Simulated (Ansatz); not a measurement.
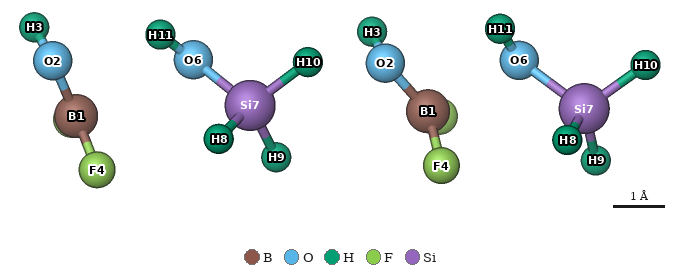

Two geometries of BSiH$_{5}$O$_{2}$F$_{2}$, drawn at one scale. One is the start of a relaxation, the other its converged end. A ball-and-stick model, seen at a tilt.

Level of theory: Ansatz 0.2.0, RKS PBE-D4/def2-SVP. Settings: no spin polarisation; force threshold 0.03 eV/Å; at most 50 steps.

Q: Which of the two is the end point?

A: The right one is the relaxed one. The run prepares an end point of a later path (reaction) calculation, from a guessed geometry. Over 11 geometry steps the energy falls by 0.054 eV. Largest force component: 0.56 eV/Å at the start, 0.025 eV/Å at the end. An F atom moves most after the best rigid fit: 0.56 Å. By element the largest moves are F 0.56 Å, H 0.44 Å, O 0.37 Å, B 0.26 Å, Si 0.14 Å. Some distances before and after: B–O 2.606 → 2.138 Å, O–Si 1.693 → 1.712 Å, B–F 1.331 → 1.349 Å, H–O 0.989 → 0.976 Å. Among the angles between lasting bonds that change: O–Si–H 111.1° → 108.9°.

Limits of the set-up: the start holds two separate molecules, 2.2 Å apart at their closest, whose relative position is a soft coordinate.
